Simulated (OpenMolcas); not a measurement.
```
&GATEWAY
Basis set
Tm.ANO-RCC-VDZP.
Tm1 0.0 0.0 0.0 Angstrom
End of basis
Basis set
F.ANO-RCC-VDZP.
L1 2.332000 0.000000 0.000000 Angstrom
L2 0.000000 2.332000 0.000000 Angstrom
L3 0.000000 0.000000 2.332000 Angstrom
End of basis
Basis set
Na.EMB-AIMP.Seijo.6s3p.1s1p.ECP.NaF.
PseudoCharge
* 3 symmetry-unique lattice sites within 7.6 angstrom
End of basis
Basis set
Na.EMB-AIMP.Seijo.0s.0s.ECP.NaF.
PseudoCharge
* 36 symmetry-unique lattice sites within 7.6 angstrom
End of basis
Basis set
F.EMB-AIMP.Seijo.0s.0s.ECP.NaF.
PseudoCharge
* 31 symmetry-unique lattice sites within 7.6 angstrom
End of basis
Symmetry
XYZ
AngMom=0.0 0.0 0.0
AMFI
RICD
XField
1025 Angstrom 0
* Evjen-weighted lattice charges
&SEWARD
&RASSCF
FileOrb=start.orb
Symmetry=2
Spin=2
nActEl=13 0 0
Inactive=30 27
Ras2=0 7
CIRoot=7 7 1
SDav=7
CIMx=300
Iter=150 100
PrWF=0.3
OrbListing=Nothing
MaxOrb=0
LevShft=1.0
>>> COPY $Project.JobIph JOB001
&RASSI
NrOfJobIphs=1 7
1 2 3 4 5 6 7
IphNames
JOB001
EJob
SpinOrbit
DIPRint=1.0
SOCoupling=1000.0
Subsets=2
Property=9
'ANGMOM' 1 'ANGMOM' 2 'ANGMOM' 3 'MLTPL  1' 1 'MLTPL  1' 2 'MLTPL  1' 3
'AMFI' 1 'AMFI' 2 'AMFI' 3
SOProperty=3
'ANGMOM' 1 'ANGMOM' 2 'ANGMOM' 3
```

Launched with:
```bash
OMP_NUM_THREADS=1 MOLCAS_MEM=2457 MOLCAS_PROJECT=a pymolcas a.inp > a.log  # once for each step of the input, in one work folder
```

Computed with OpenMolcas: state-averaged CASSCF, active space 13 electrons in the shell 4f, basis ANO-RCC-VDZP on all atoms, DKH2 scalar Hamiltonian, spin-orbit coupling by RASSI with atomic mean-field integrals. Powder susceptibility by Van Vleck's formula.

Tm²⁺ (4f¹³) as a dopant in NaF, a cluster with its 6 nearest F⁻ at 2.332 Å (octahedron) embedded in model potentials and point charges; the geometry was set, not optimised. The cluster and the levels that result:

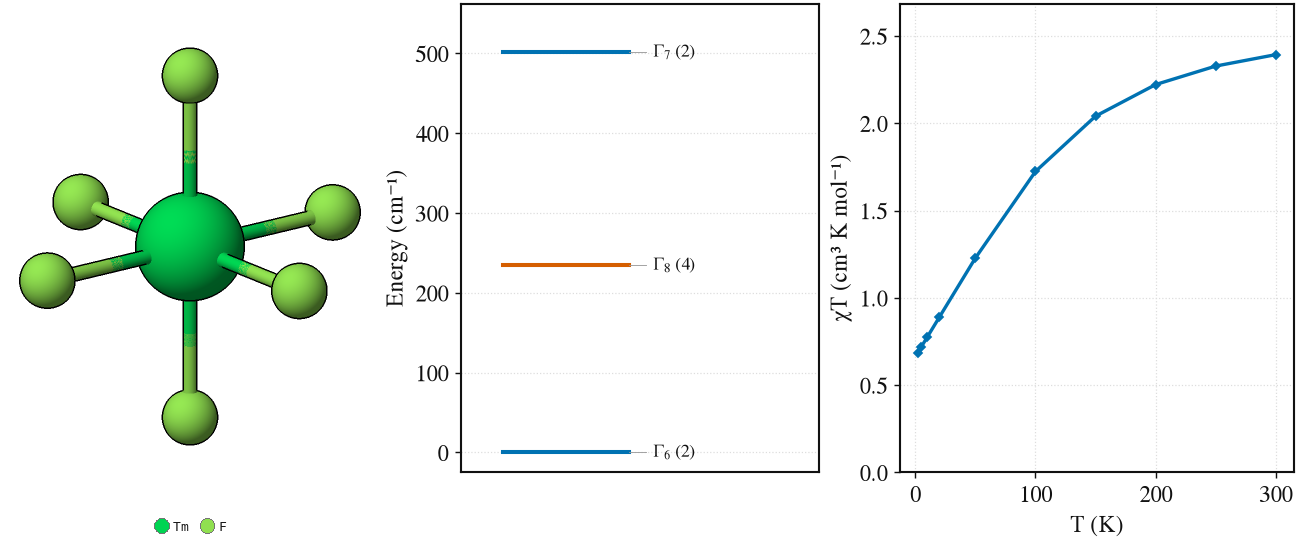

Labels give the representation in O, Td, D4 or D3 as the site allows (double group for half-integer spin) where it could be assigned and, in brackets, the degeneracy; spin-free states, where drawn, share the zero of the spin-orbit levels.

The ground level is Γ₆, a Kramers doublet, 100 % from states of spin multiplicity 2. Its principal g values are 2.66, 2.66 and 2.66, isotropic. The next level lies at 234 cm⁻¹ (Γ₈). The lowest J multiplet spreads over 501 cm⁻¹. χT is 0.685 cm³ K mol⁻¹ at 2 K and 2.39 at 300 K, an effective moment of 4.38 μB. The active orbitals hold 100 % metal character (Löwdin), and the Mulliken charge of the metal is +1.78.

Caveat: the geometry is set by hand, with no relaxation and no charge compensation.
